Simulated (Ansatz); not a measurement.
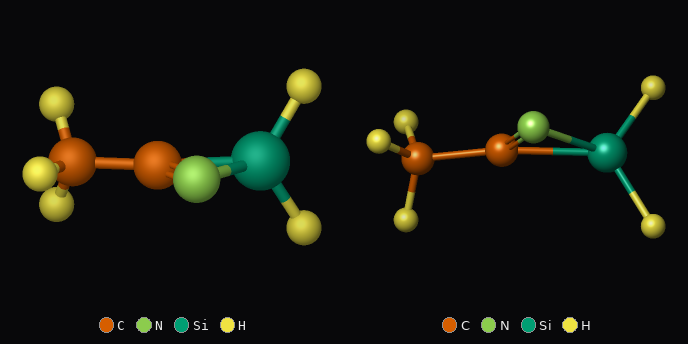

The same structure drawn twice, from different directions.

Description:

It has 9 atoms: 2 carbon, 5 hydrogen, 1 nitrogen and 1 silicon (C₂H₅NSi). SMILES: `CC1=N[SiH2]1`. Independent rings (smallest set): 1 of 3 members. Among its groups: imine, Si–H bond, Si–N bond. This geometry has Cs symmetry. Coordination, clear cases only: 1 C tetrahedral.

The parts below concern this one geometry. Atoms keep their numbers from picture to picture. The geometry was computed by an optimisation with PBE0-D4/def2-TZVP. No frequency run is at hand to confirm it as a minimum.

Dipole moment

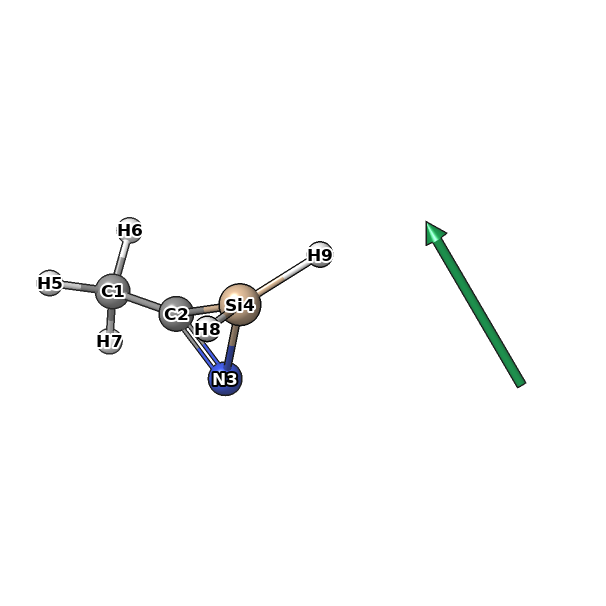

The arrow beside the molecule shows the direction of the dipole moment, from the negative to the positive end (its length means nothing). No frequency run is at hand to confirm it as a minimum. Method: RKS PBE0-D4/def2-TZVP (Ansatz 0.2.0).

**How large is the dipole moment?**

2.12 D; it points from the side of N3 to the side of H5, H6 (the outermost atoms at the two ends).

Charges

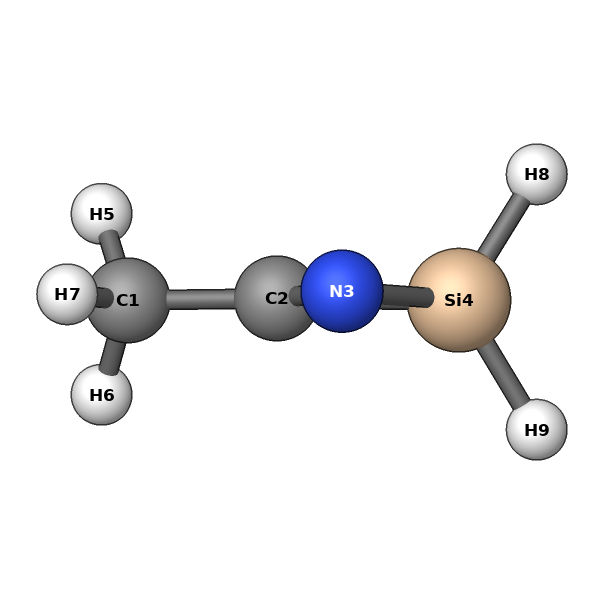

The questions are on Mulliken charges. No frequency run is at hand to confirm it as a minimum. Properties computed with RKS PBE0-D4/def2-TZVP (Ansatz 0.2.0).

**Which atom carries the highest charge (most positive or least negative)?**

Si4 (0.20 e).

**And the lowest?**

C1 (−0.33 e).

List the Mulliken charges.

| atom | value (e) |
| --- | --- |
| C1 | −0.33 |
| C2 | 0.01 |
| N3 | −0.27 |
| Si4 | 0.20 |
| H5 | 0.14 |
| H6 | 0.14 |
| H7 | 0.13 |
| H8 | −0.01 |
| H9 | −0.01 |

Electronic properties

No frequency run is at hand to confirm it as a minimum. Level of theory: RKS PBE0-D4/def2-TZVPP (Ansatz 0.2.0).

**What is the HOMO energy (Kohn–Sham orbital)?**

−6.51 eV.

**Estimate the dispersion correction.**

−13.4 kJ/mol.

**Give the HOMO–LUMO gap at this level.**

6.15 eV.

Mulliken values depend strongly on the basis set and can even reverse the polarity of a bond.
